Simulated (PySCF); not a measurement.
# HF (hydrogen fluoride): levels of theory compared

Wanted: a comparison of 6 runs (B2PLYP/6-31G*, B3LYP/6-31G*, PBE/6-31G*, PBE0/6-31G*, BCCD(T)/6-31G*, QCISD(T)/6-31G*) of HF (hydrogen fluoride). 

The results are computed with PySCF 2.14.0.

2 further runs of the same task are left out: 2 set aside as unsound or not needed.

### 1 The molecule

The species is HF (2 atoms), meant as a singlet with charge 0. SMILES: `F`. The F1–H2 distance was set to 1.104 Å, away from the relaxed value.

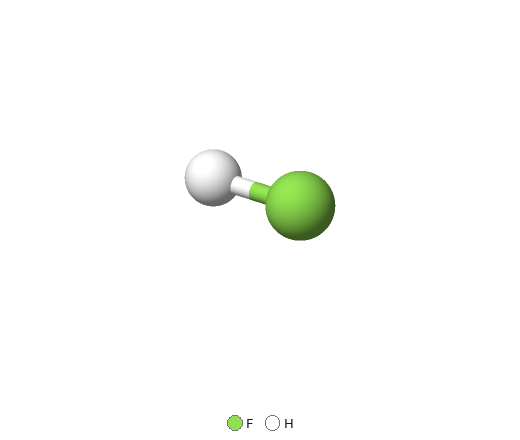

The structure, seen from a chosen angle (fluorine green, hydrogen white).

### 2 A single-point energy at B2PLYP/6-31G(d) (spherical functions) (run 1)

input.py reads:

```python
from pyscf import gto, dft, mp

mol = gto.Mole()
mol.atom = '''
F     -1.031866     0.382585    -0.519637
H      0.736993    -0.273254     0.371142
'''
mol.unit = 'bohr'
mol.basis = '6-31g*'
mol.verbose = 4
mol.charge = 0
mol.max_memory = 1860
mol.build()

calc0 = dft.RKS(mol, xc='0.53*HF + 0.47*B88, 0.73*LYP')
calc0.conv_tol = 1e-10
calc0.grids.level = 5
calc0.kernel()
if not calc0.converged:
    calc0 = calc0.newton().run(calc0.mo_coeff, calc0.mo_occ)

pt = mp.MP2(calc0, frozen=1).run()
e_final = calc0.e_tot + 0.27 * pt.e_corr
print('PT2 part  %.8f' % (0.27 * pt.e_corr))
print('Final energy', e_final)
```

On the command line:

```
$ OMP_NUM_THREADS=1 python input.py
```

The log of the run:

```text
PySCF version 2.14.0

[... 68 lines left out ...]
converged SCF energy = -100.258376868069
[... 1 line left out ...]
******** <class 'pyscf.mp.mp2.RMP2'> ********
nocc = 4, nmo = 15
frozen orbitals 1
E(RMP2) = -100.482485987497  E_corr = -0.224109119427869
E(SCS-RMP2) = -100.476133131368  E_corr = -0.217756263298243
E_corr(same-spin) = -0.059047707709846
E_corr(oppo-spin) = -0.165061411718023
PT2 part  -0.06050946
Final energy -100.31888633031495
```

Run time: 1.3 s. Hardware: 1 thread of Arm Neoverse V1, shared host; peak memory 0.16 GiB.

### 3 A single-point energy at B3LYP/6-31G(d) (spherical functions) (run 2)

run.py reads:

```python
from pyscf import gto, dft

mol = gto.M(
    atom='F -0.546040 0.202455 -0.274980; H 0.390000 -0.144600 0.196400',
    max_memory=1860,
    basis='6-31g*',
    verbose=4,
    charge=0,
    spin=0,
)

mf = dft.RKS(mol, xc='b3lyp')
mf.grids.level = 5
mf.conv_tol = 1e-10
mf.kernel()
if not mf.converged:
    mf = mf.newton().run(mf.mo_coeff, mf.mo_occ)

e_tot = mf.e_tot
print('Final energy', e_tot)
```

On the command line:

```
$ OMP_NUM_THREADS=1 python run.py
```

The log of the run:

```text
PySCF version 2.14.0

[... 64 lines left out ...]
converged SCF energy = -100.398318369192
Final energy -100.39831836919181
```

It took 1.2 s on 1 thread of Arm Neoverse V1, shared host; peak memory 0.16 GiB.

Runs 3 to 4 aren't shown in full; the table further down has their settings and results.

### 4 A single-point energy at BCCD(T)/6-31G(d) (spherical functions) (run 5)

run.py reads:

```python
from pyscf import gto, cc
from pyscf.cc.bccd import bccd_kernel_

mol = gto.M(
    atom='''
F     -1.031866     0.382585    -0.519637
H      0.736993    -0.273254     0.371142
''',
    unit='bohr',
    verbose=3,
    max_memory=1860,
    spin=0,
    basis='6-31g*',
)

hf = mol.RHF()
hf.conv_tol = 1e-10
hf.kernel()
if not hf.converged:
    hf = hf.newton().run(hf.mo_coeff, hf.mo_occ)

mycc = cc.CCSD(hf, frozen=1).run()
mycc = bccd_kernel_(mycc, diis=True)
e_t = mycc.ccsd_t()
e_tot = mycc.e_tot + e_t
print('E = %.10f Eh' % e_tot)
```

On the command line:

```
$ OMP_NUM_THREADS=1 python run.py
```

The log of the run:

```text
converged SCF energy = -99.9711608117555
E(CCSD) = -100.1637064983756  E_corr = -0.1925456866201604
BCCD loop starts.

[... 20 lines left out ...]
CCSD converged
[... 22 lines left out ...]
CCSD converged
[... 20 lines left out ...]
CCSD converged
[... 20 lines left out ...]
CCSD converged
[... 3 lines left out ...]
******** <class 'pyscf.cc.ccsd.CCSD'> ********
CC2 = 0
CCSD nocc = 4, nmo = 15
frozen orbitals 1
max_cycle = 50
direct = 0
conv_tol = 1e-07
conv_tol_normt = 1e-05
diis_space = 6
diis_start_cycle = 0
diis_start_energy_diff = 1e+09
Init E_corr(CCSD) = -0.193816109601394
cycle = 1  E_corr(CCSD) = -0.193814166598712  dE = 1.94300268e-06  norm(t1,t2) = 2.42381e-05
cycle = 2  E_corr(CCSD) = -0.193815163048808  dE = -9.96450096e-07  norm(t1,t2) = 3.85815e-06
cycle = 3  E_corr(CCSD) = -0.193815080398357  dE = 8.26504508e-08  norm(t1,t2) = 9.19879e-07
CCSD converged
E(CCSD) = -100.1634316206482  E_corr = -0.1938150803983575
BCC iter:    4  E:    -100.163431620648  dE:   -3.061e-07  |t1|:    1.283e-06
CCSD(T) correction = -0.00238444798987411
E = -100.1658160686 Eh
```

Wall time 1.1 s (1 thread of Arm Neoverse V1, shared host); peak memory 0.12 GiB.

### 5 The energy at QCISD(T)/6-31G(d) (spherical functions) (run 6)

input.xyz reads:

```xyz
2

F     -0.546040     0.202455    -0.274980
H      0.390000    -0.144600     0.196400
```

run.py reads:

```python
from pyscf import gto, cc

mol = gto.M(
    atom='input.xyz',
    verbose=3,
    charge=0,
    max_memory=1860,
    basis='6-31g*',
)

calc0 = mol.RHF()
calc0.conv_tol = 1e-10
calc0.kernel()
if not calc0.converged:
    calc0 = calc0.newton().run(calc0.mo_coeff, calc0.mo_occ)

mycc = cc.QCISD(calc0, frozen=1)
mycc.kernel()
e_t = mycc.qcisd_t()
energy = mycc.e_tot + e_t
print('E = %.10f Eh' % energy)
```

On the command line:

```
$ OMP_NUM_THREADS=1 python run.py
```

The log of the run:

```text
converged SCF energy = -99.9711607831427
E(QCISD) = -100.1641047938419  E_corr = -0.1929440106991713
QCISD(T) correction = -0.00181001606752602
E = -100.1659148099 Eh
```

Wall time 0.84 s (1 thread of Arm Neoverse V1, shared host); peak memory 0.12 GiB.

### 6 The series

```csv
run,level,frozen core orbitals,integration grid,energy (Eh),dipole moment (D) of the reference,HOMO energy (eV),LUMO energy (eV),wall time
1,B2PLYP/6-31G* (spherical functions),1,5,-100.318886,2.15,-12.72,1.77,1.3 s
2,B3LYP/6-31G* (spherical functions),–,5,-100.398318,2.04,-9.88,-0.01,1.2 s
3,PBE/6-31G* (spherical functions),–,5,-100.300703,1.97,-7.82,-0.72,1.2 s
4,PBE0/6-31G* (spherical functions),–,5,-100.301669,2.09,-10.30,0.45,1.2 s
5,BCCD(T)/6-31G* (spherical functions),1,–,-100.165816,–,–,–,1.1 s
6,QCISD(T)/6-31G* (spherical functions),1,–,-100.165915,2.30,-16.67,4.32,0.84 s
```

### 7 Summary of results

| quantity | value |
| --- | --- |
| run 6: total energy | -100.16591 Eh |
| run 6: dipole moment (Hartree–Fock density) | 2.30 D |
| run 6: HOMO energy (Hartree–Fock orbitals) | -16.67 eV |
| run 6: LUMO energy (Hartree–Fock orbitals) | 4.32 eV |
| run 6: HOMO–LUMO gap (Hartree–Fock orbitals) | 20.99 eV |
| run 6: correlation energy (1 core orbital frozen) | -194.8 mEh |
| run 6: (T) correction | -1.81 mEh |
| run 6: T1 diagnostic | 0.009 |

What this shows: Over runs 1, 2, 3, 4 the dipole moment (its size) runs from 1.97 D (PBE/6-31G*) to 2.15 D (B2PLYP/6-31G*). A double hybrid's value is that of its SCF part. Over runs 1, 2, 3, 4 the HOMO–LUMO gap runs from 7.10 eV (PBE/6-31G*) to 14.49 eV (B2PLYP/6-31G*). Totals of different functionals can't be ranked against each other. All runs together took 6.9 s, the longest 1.3 s.
